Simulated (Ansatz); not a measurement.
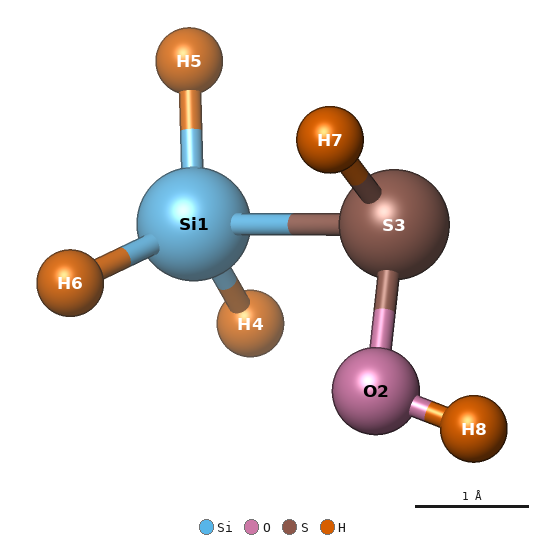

Orthographic view. Distant atoms are faded towards the background colour. The species has charge +1 and is a spin singlet. The computed structure is the end point of a PBE0-D4/def2-TZVP optimisation. No frequency run is at hand to confirm it as a minimum.

Write a Z-matrix (Å, degrees) in the order of the atom numbers, with these reference atoms: 2 to 1; 3 to 2, 1; 4 to 1, 3, 2; 5 to 1, 4, 3; 6 to 1, 4, 5; 7 to 3, 2, 1; 8 to 2, 3, 7.

```
Si 
O    1   2.997
S    2   1.609   1    48.4
H    1   1.473   3   100.7   2   -74.3
H    1   1.476   4   116.3   3   105.6
H    1   1.473   4   116.9   5   143.8
H    3   1.358   2   100.7   1    99.1
H    2   0.971   3   109.8   7  -108.4
```
